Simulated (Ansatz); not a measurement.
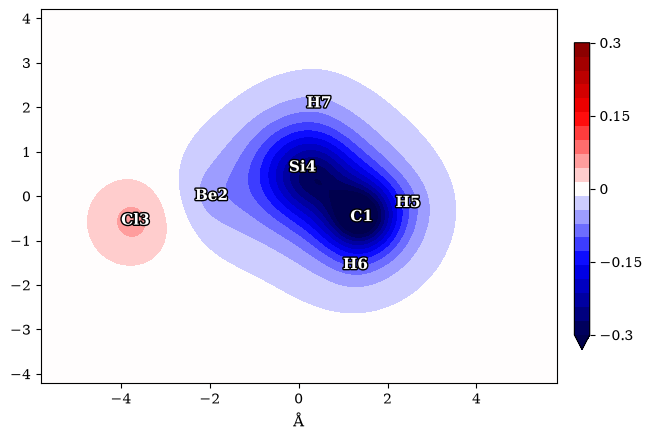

*CH$_{3}$BeClSi. The HOMO on a plane 0.8 Å above the molecular plane (values in Å⁻³ᐟ²; the overall sign is arbitrary).*

Geometry: B3LYP/6-31G*.

Method: Ansatz, isolated molecule in a Gaussian basis; Kohn-Sham density functional theory, functional PBE0.

```xyz
7

C    -1.0038    1.9630    0.7819
Be   -0.1984   -1.3311    0.4792
Cl   -0.5770   -3.0938    0.4029
Si    0.2295    0.7675    0.5724
H    -0.7948    3.0295    0.8301
H    -2.0565    1.7066    0.8764
H     1.6228    1.2803    0.4585
```

**What is the character of this orbital?**

Its weight (Hirshfeld) is mainly on C1 (about 45 %) and Si4 (about 40 %); it changes sign across the molecular plane (π type); π-bonding across C1–Si4. Its energy is −6.67 eV.
